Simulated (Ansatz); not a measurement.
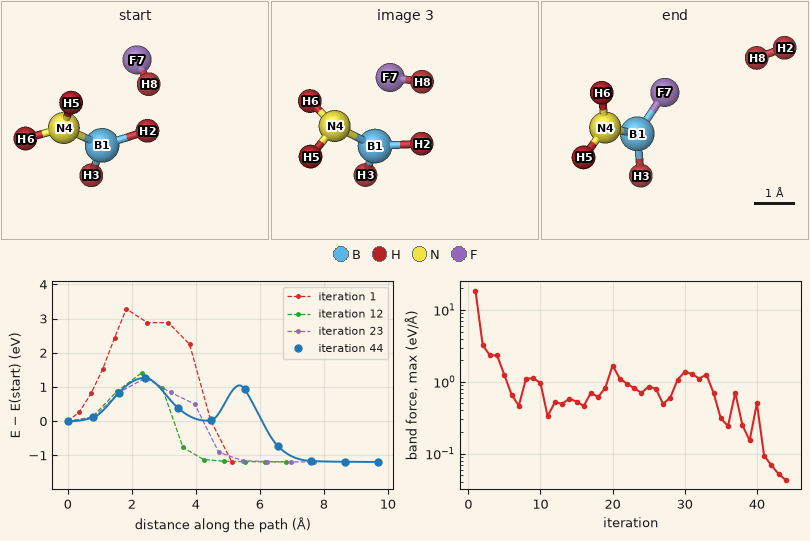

A search for the minimum-energy path of BNH$_{5}$F by the nudged elastic band. Images are numbered from 0 (start) to 10 (end). The plot follows the band through its iterations. A ball-and-stick model, seen from a free direction.

All numbers below come from RKS PBE0/def2-SVP in Ansatz 0.2.0. Settings: 9 movable images; climbing image; force threshold 0.05 eV/Å; iteration limit 60; starting path through a guess of the saddle point.

Q: How did the profile develop, and is the result final?

A: The run is converged, with reservations. The band converged in 44 iterations. The largest component of the band force went from 18 to 0.043 eV/Å. The climbing image converged on the top of the path. Its vibrational analysis gives one imaginary mode (580i cm⁻¹), as a transition state must have. The first iteration put the highest image at 3.29 eV. The highest point, image 3, lies 1.27 eV above the start and 2.46 eV above the end; the end is at −1.19 eV relative to the start. The profile has 2 maxima (images 3, 6) with a dip at image 5 (+0.03 eV), so the process runs in steps.
